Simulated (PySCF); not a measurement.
# One shape, several levels: SiCl3F (SiFCl3)

Wanted: a comparison of 5 runs (HF/6-311G**, PBE/def2-SVP, PBE0/def2-SVP, B3LYP/6-31G*, CCSD(T)/6-31G) of SiCl3F (SiFCl3). Input form: a Python script.

The calculation is run with PySCF 2.14.0.

## Step 1: The molecule

The species is SiCl3F (5 atoms), meant as a singlet with charge 0. SMILES: `F[Si](Cl)(Cl)Cl`. Geometry: relaxed at GFN2-xTB.

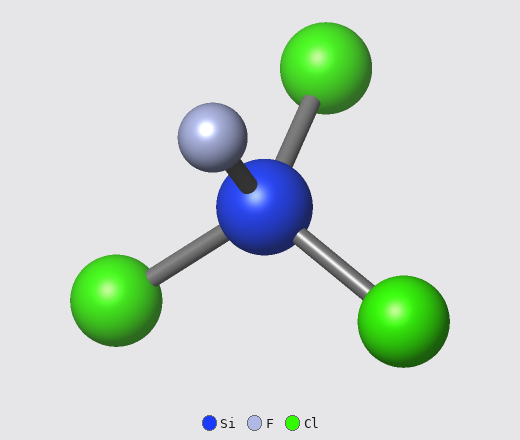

Viewed from a chosen angle; silicon blue, fluorine light blue, chlorine green.

## Step 2: Energy and forces at HF/6-311G(d,p) (run 1)

Contents of input.xyz:

```xyz
5

Si     0.001240     0.000280     0.001110
F      0.008020    -0.015930     1.611740
Cl     1.917960     0.008800    -0.546760
Cl    -0.968370     1.664060    -0.517190
Cl    -0.958850    -1.657200    -0.548890
```

Contents of job.py:

```python
from pyscf import gto

system = gto.M(
    atom='input.xyz',
    basis='6-311g**',
    max_memory=1860,
    verbose=4,
)

hf = system.RHF()
hf.conv_tol = 1e-10
hf.kernel()
if not hf.converged:
    hf = hf.newton().run(hf.mo_coeff, hf.mo_occ)

etot = hf.e_tot
print(f'total energy: {etot:.8f} hartree')
grad = hf.nuc_grad_method().kernel()
hf.analyze()
```

Command:

```bash
$ OMP_NUM_THREADS=1 python job.py
```

The program printed:

```text
PySCF version 2.14.0

[INPUT] num. atoms = 5
[INPUT] num. electrons = 74
[INPUT] charge = 0
[INPUT] spin (= nelec alpha-beta = 2S) = 0
[INPUT] symmetry False subgroup None
[INPUT] Mole.unit = angstrom
[INPUT] Symbol           X                Y                Z      unit          X                Y                Z       unit  Magmom
[INPUT]  1 Si     0.001240000000   0.000280000000   0.001110000000 AA    0.002343260394   0.000529123315   0.002097595998 Bohr   0.0
[INPUT]  2 F      0.008020000000  -0.015930000000   1.611740000000 AA    0.015155603519  -0.030103337164   3.045747184006 Bohr   0.0
[INPUT]  3 Cl     1.917960000000   0.008800000000  -0.546760000000 AA    3.624419117871   0.016629589896  -1.033226655867 Bohr   0.0
[INPUT]  4 Cl    -0.968370000000   1.664060000000  -0.517190000000 AA   -1.829954087245   3.144617654844  -0.977347454364 Bohr   0.0
[INPUT]  5 Cl    -0.958850000000  -1.657200000000  -0.548890000000 AA   -1.811963894539  -3.131654133629  -1.037251772513 Bohr   0.0

[... 68 lines left out ...]
MO #1   energy= -104.875350621808  occ= 2
[... 10 lines left out ...]
MO #12  energy= -8.06887731260487  occ= 2
[... 10 lines left out ...]
MO #23  energy= -1.18347618350706  occ= 2
[... 10 lines left out ...]
MO #34  energy= -0.528005209599205 occ= 2
[... 10 lines left out ...]
MO #45  energy= 0.339383237624053  occ= 0
[... 10 lines left out ...]
MO #56  energy= 0.641536481415881  occ= 0
[... 10 lines left out ...]
MO #67  energy= 1.10413732654754   occ= 0
[... 10 lines left out ...]
MO #78  energy= 1.397065945282     occ= 0
[... 10 lines left out ...]
MO #89  energy= 2.49113268097992   occ= 0
[... 10 lines left out ...]
MO #100 energy= 6.72710797320678   occ= 0
[... 10 lines left out ...]
MO #111 energy= 26.2903661889203   occ= 0
[... 10 lines left out ...]
MO #122 energy= 219.182126124174   occ= 0
[... 91 lines left out ...]
pop of  3 Cl 6py          0.00041
pop of  3 Cl 6pz          0.00017
pop of  3 Cl 3dxy         0.00705
pop of  3 Cl 3dyz         0.00302
pop of  3 Cl 3dz^2        0.00257
pop of  3 Cl 3dxz         0.00113
pop of  3 Cl 3dx2-y2      0.00368
pop of  4 Cl 1s           1.99992
pop of  4 Cl 2s           1.99991
pop of  4 Cl 3s           1.83880
pop of  4 Cl 4s           0.00244
pop of  4 Cl 5s           0.00016
pop of  4 Cl 6s           0.00033
pop of  4 Cl 2px          2.00000
pop of  4 Cl 2py          1.99999
pop of  4 Cl 2pz          2.00000
pop of  4 Cl 3px          1.83275
pop of  4 Cl 3py          1.64584
pop of  4 Cl 3pz          1.89761
pop of  4 Cl 4px          0.00298
pop of  4 Cl 4py          0.00402
pop of  4 Cl 4pz          0.00182
pop of  4 Cl 5px          0.00022
pop of  4 Cl 5py          0.00052
pop of  4 Cl 5pz          0.00013
pop of  4 Cl 6px          0.00024
pop of  4 Cl 6py          0.00041
pop of  4 Cl 6pz          0.00017
pop of  4 Cl 3dxy         0.00693
pop of  4 Cl 3dyz         0.00320
pop of  4 Cl 3dz^2        0.00250
pop of  4 Cl 3dxz         0.00119
pop of  4 Cl 3dx2-y2      0.00368
 ** Mulliken atomic charges  **
charge of    0Si =      1.27783
charge of    1F =     -0.54050
charge of    2Cl =     -0.24544
charge of    3Cl =     -0.24610
charge of    4Cl =     -0.24579
Dipole moment(X, Y, Z, Debye):  0.00695,  0.01017, -1.11087
```

Run time: 30 s. Hardware: 1 thread of Intel Xeon at 2.50GHz (Skylake/Cascade Lake), shared host; peak memory 0.33 GiB.

## Step 3: Energy and forces at PBE/def2-SVP (run 2)

Contents of run.py:

```python
# SiFCl3
from pyscf import gto, dft

system = gto.Mole()
system.atom = '''
Si     0.002343     0.000529     0.002098
F      0.015156    -0.030103     3.045747
Cl     3.624419     0.016630    -1.033227
Cl    -1.829954     3.144618    -0.977347
Cl    -1.811964    -3.131654    -1.037252
'''
system.max_memory = 1860
system.basis = 'def2-svp'
system.verbose = 3
system.spin = 0
system.unit = 'bohr'
system.build()

ks = dft.RKS(system)
ks.xc = 'pbe'
ks.conv_tol = 1e-10
ks.grids.level = 5
ks.kernel()
if not ks.converged:
    ks = ks.newton().run(ks.mo_coeff, ks.mo_occ)

e_final = ks.e_tot
print('Final energy', e_final)
grad = ks.nuc_grad_method().kernel()
dip = ks.dip_moment()
pop, q = ks.mulliken_pop()
```

Command:

```bash
$ OMP_NUM_THREADS=1 python run.py
```

The program printed:

```text
converged SCF energy = -1768.73206273601
Final energy -1768.732062736014
--------------- RKS gradients ---------------
         x                y                z
0 Si     0.0001157572    -0.0001905052    -0.0209228357
1 F    -0.0001526101     0.0000276733    -0.0109285606
2 Cl    -0.0207218736    -0.0002204787     0.0106934758
3 Cl     0.0102302338    -0.0179426620     0.0102861728
4 Cl     0.0105371513     0.0183284093     0.0108603102
----------------------------------------------
Dipole moment(X, Y, Z, Debye):  0.00498,  0.00741, -0.89261
 ** Mulliken pop  **
pop of  0 Si 1s           1.99922
pop of  0 Si 2s           1.97826
pop of  0 Si 3s           1.01677
pop of  0 Si 4s          -0.08368
pop of  0 Si 2px          1.97399
pop of  0 Si 2py          1.97399
pop of  0 Si 2pz          1.97383
pop of  0 Si 3px          0.42102
pop of  0 Si 3py          0.42070
pop of  0 Si 3pz          0.37654
pop of  0 Si 4px          0.22520
pop of  0 Si 4py          0.22564
pop of  0 Si 4pz          0.21806
pop of  0 Si 3dxy         0.11786
pop of  0 Si 3dyz         0.11085
pop of  0 Si 3dz^2        0.13364
pop of  0 Si 3dxz         0.11126
pop of  0 Si 3dx2-y2      0.11735
pop of  1 F 1s            1.98952
pop of  1 F 2s            1.13316
pop of  1 F 3s            0.78384
pop of  1 F 2px           1.14991
pop of  1 F 2py           1.14987
pop of  1 F 2pz           1.04289
pop of  1 F 3px           0.70922
pop of  1 F 3py           0.70929
pop of  1 F 3pz           0.58437
pop of  1 F 3dxy          0.00003
pop of  1 F 3dyz          0.00127
pop of  1 F 3dz^2         0.00248
pop of  1 F 3dxz          0.00127
pop of  1 F 3dx2-y2       0.00003
pop of  2 Cl 1s           1.99939
pop of  2 Cl 2s           1.98306
pop of  2 Cl 3s           1.28338
pop of  2 Cl 4s           0.66415
pop of  2 Cl 2px          1.97358
pop of  2 Cl 2py          1.97706
pop of  2 Cl 2pz          1.97690
pop of  2 Cl 3px          0.65214
pop of  2 Cl 3py          0.76580
pop of  2 Cl 3pz          0.75954
pop of  2 Cl 4px          0.84931
pop of  2 Cl 4py          1.12590
pop of  2 Cl 4pz          1.11172
pop of  2 Cl 3dxy         0.00455
pop of  2 Cl 3dyz         0.00036
pop of  2 Cl 3dz^2        0.00304
pop of  2 Cl 3dxz         0.00567
pop of  2 Cl 3dx2-y2      0.00829
pop of  3 Cl 1s           1.99939
pop of  3 Cl 2s           1.98306
pop of  3 Cl 3s           1.28330
pop of  3 Cl 4s           0.66436
pop of  3 Cl 2px          1.97617
pop of  3 Cl 2py          1.97445
pop of  3 Cl 2pz          1.97692
pop of  3 Cl 3px          0.73655
pop of  3 Cl 3py          0.68059
pop of  3 Cl 3pz          0.76019
pop of  3 Cl 4px          1.05528
pop of  3 Cl 4py          0.91838
pop of  3 Cl 4pz          1.11407
pop of  3 Cl 3dxy         0.00746
pop of  3 Cl 3dyz         0.00422
pop of  3 Cl 3dz^2        0.00305
pop of  3 Cl 3dxz         0.00165
pop of  3 Cl 3dx2-y2      0.00549
pop of  4 Cl 1s           1.99939
pop of  4 Cl 2s           1.98306
pop of  4 Cl 3s           1.28329
pop of  4 Cl 4s           0.66412
pop of  4 Cl 2px          1.97619
pop of  4 Cl 2py          1.97446
pop of  4 Cl 2pz          1.97690
pop of  4 Cl 3px          0.73728
pop of  4 Cl 3py          0.68095
pop of  4 Cl 3pz          0.75946
pop of  4 Cl 4px          1.05641
pop of  4 Cl 4py          0.91891
pop of  4 Cl 4pz          1.11157
pop of  4 Cl 3dxy         0.00736
pop of  4 Cl 3dyz         0.00435
pop of  4 Cl 3dz^2        0.00304
pop of  4 Cl 3dxz         0.00170
pop of  4 Cl 3dx2-y2      0.00547
 ** Mulliken atomic charges  **
charge of    0Si =      0.68949
charge of    1F =     -0.25715
charge of    2Cl =     -0.14383
charge of    3Cl =     -0.14460
charge of    4Cl =     -0.14391
```

Wall time 42 s (1 thread of Intel Xeon at 2.50GHz (Skylake/Cascade Lake), shared host); peak memory 0.84 GiB.

Runs 3 to 4 aren't shown in full; the table further down has their settings and results.

## Step 4: A single-point energy at CCSD(T)/6-31G (run 5)

Contents of run.py:

```python
from pyscf import gto, scf, cc

mol = gto.M(
    atom=[
    ('Si', (0.001240, 0.000280, 0.001110)),
    ('F', (0.008020, -0.015930, 1.611740)),
    ('Cl', (1.917960, 0.008800, -0.546760)),
    ('Cl', (-0.968370, 1.664060, -0.517190)),
    ('Cl', (-0.958850, -1.657200, -0.548890)),
],
    max_memory=1860,
    basis='6-31g',
    charge=0,
    verbose=3,
    spin=0,
)

myscf = scf.RHF(mol)
myscf.conv_tol = 1e-10
myscf.kernel()
if not myscf.converged:
    myscf = myscf.newton().run(myscf.mo_coeff, myscf.mo_occ)

mycc = cc.CCSD(myscf, frozen=21)
mycc.kernel()
e_t = mycc.ccsd_t()
energy = mycc.e_tot + e_t
print('E(%s) = %.9f' % ('CCSD(T)', energy))
myscf.analyze()
```

Command:

```bash
$ OMP_NUM_THREADS=1 python run.py
```

The program printed:

```text
converged SCF energy = -1766.81061954993
E(CCSD) = -1767.118003543375  E_corr = -0.3073839934437795
CCSD(T) correction = -0.00613217157163137
E(CCSD(T)) = -1767.124135715
**** MO energy ****
MO #1   energy= -104.870690168458  occ= 2
MO #2   energy= -104.870412546885  occ= 2
MO #3   energy= -104.870335752044  occ= 2
MO #4   energy= -69.0144811183284  occ= 2
MO #5   energy= -26.3356498397645  occ= 2
MO #6   energy= -10.6172334370585  occ= 2
MO #7   energy= -10.6169379931514  occ= 2
MO #8   energy= -10.6169211645399  occ= 2
MO #9   energy= -8.0856783003822   occ= 2
MO #10  energy= -8.08538154253845  occ= 2
MO #11  energy= -8.0853680368813   occ= 2
MO #12  energy= -8.08083617088338  occ= 2
MO #13  energy= -8.08081671773554  occ= 2
MO #14  energy= -8.08054417128879  occ= 2
MO #15  energy= -8.08052601621748  occ= 2
MO #16  energy= -8.08052073298738  occ= 2
MO #17  energy= -8.08050250701829  occ= 2
MO #18  energy= -6.37710685915872  occ= 2
MO #19  energy= -4.48254520986295  occ= 2
MO #20  energy= -4.48252935228694  occ= 2
MO #21  energy= -4.48137474136959  occ= 2
MO #22  energy= -1.6438905519083   occ= 2
MO #23  energy= -1.22360331440926  occ= 2
MO #24  energy= -1.16905153468381  occ= 2
MO #25  energy= -1.16874157200397  occ= 2
MO #26  energy= -0.802414505819705 occ= 2
MO #27  energy= -0.7174315698962   occ= 2
MO #28  energy= -0.717397927228542 occ= 2
MO #29  energy= -0.687095924243796 occ= 2
MO #30  energy= -0.604045473306883 occ= 2
MO #31  energy= -0.603852334532545 occ= 2
MO #32  energy= -0.55127887896119  occ= 2
MO #33  energy= -0.534991729393818 occ= 2
MO #34  energy= -0.534848488985323 occ= 2
MO #35  energy= -0.517141217193199 occ= 2
MO #36  energy= -0.516949759886534 occ= 2
MO #37  energy= -0.508362077680556 occ= 2
MO #38  energy= 0.0763215987379846 occ= 0
MO #39  energy= 0.159646609791624  occ= 0
MO #40  energy= 0.172312277583116  occ= 0
MO #41  energy= 0.173094881480244  occ= 0
MO #42  energy= 0.241767873647351  occ= 0
MO #43  energy= 0.327086754565573  occ= 0
MO #44  energy= 0.327240804217757  occ= 0
MO #45  energy= 0.407196522188242  occ= 0
MO #46  energy= 0.572574380293593  occ= 0
MO #47  energy= 0.572611917787686  occ= 0
MO #48  energy= 0.582662219209214  occ= 0
MO #49  energy= 0.598245026792976  occ= 0
MO #50  energy= 0.598569212867941  occ= 0
MO #51  energy= 0.691323210913309  occ= 0
MO #52  energy= 0.698550797822014  occ= 0
MO #53  energy= 0.705158702281659  occ= 0
MO #54  energy= 0.705365020879999  occ= 0
MO #55  energy= 0.818559590171615  occ= 0
MO #56  energy= 0.818936059745187  occ= 0
MO #57  energy= 0.864630204174661  occ= 0
MO #58  energy= 1.59893416957969   occ= 0
MO #59  energy= 1.59979049013782   occ= 0
MO #60  energy= 1.6771580424051    occ= 0
MO #61  energy= 2.12571959553854   occ= 0
 ** Mulliken atomic charges  **
charge of    0Si =      1.18045
charge of    1F =     -0.52056
charge of    2Cl =     -0.21963
charge of    3Cl =     -0.22026
charge of    4Cl =     -0.22000
Dipole moment(X, Y, Z, Debye):  0.00847,  0.01445, -1.29613
```

It took 9.3 s on 1 thread of Intel Xeon at 2.50GHz (Skylake/Cascade Lake), shared host; peak memory 0.16 GiB.

## Step 5: Overview of the runs

| run | level | integration grid | Cartesian functions | energy (Eh) | dipole moment (D) of the reference | HOMO energy (eV) | LUMO energy (eV) | wall time |
| --- | --- | --- | --- | --- | --- | --- | --- | --- |
| 1 | HF/6-311G** | – | no | -1767.135835 | 1.11 | -13.27 | 3.11 | 30 s |
| 2 | PBE/def2-SVP | 5 | no | -1768.732063 | 0.89 | -8.09 | -0.98 | 42 s |
| 3 | PBE0/def2-SVP | 5 | no | -1768.876726 | 0.98 | -9.63 | -0.03 | 46 s |
| 4 | B3LYP/6-31G* (Cartesian functions) | 5 | yes | -1770.129423 | 0.80 | -9.44 | -0.70 | 69 s |
| 5 | CCSD(T)/6-31G | – | no | -1767.124136 | 1.30 | -13.83 | 2.08 | 9.3 s |

## Step 6: Results

| quantity | value |
| --- | --- |
| run 5: total energy | -1767.12414 Eh |
| run 5: dipole moment (Hartree–Fock density) | 1.30 D |
| run 5: HOMO energy (Hartree–Fock orbitals) | -13.83 eV |
| run 5: LUMO energy (Hartree–Fock orbitals) | 2.08 eV |
| run 5: HOMO–LUMO gap (Hartree–Fock orbitals) | 15.91 eV |
| run 5: correlation energy (21 core orbitals frozen) | -313.5 mEh |
| run 5: (T) correction | -6.13 mEh |
| run 5: T1 diagnostic | 0.011 |

Over runs 1, 2, 3, 4 the dipole moment (its size) runs from 0.80 D (B3LYP/6-31G*) to 1.11 D (HF/6-311G**). The two ends differ in method and basis. Over runs 1, 2, 3, 4 the HOMO–LUMO gap runs from 7.11 eV (PBE/def2-SVP) to 16.38 eV (HF/6-311G**). Totals of different functionals can't be ranked against each other. All runs together took 3.3 min, the longest 69 s.
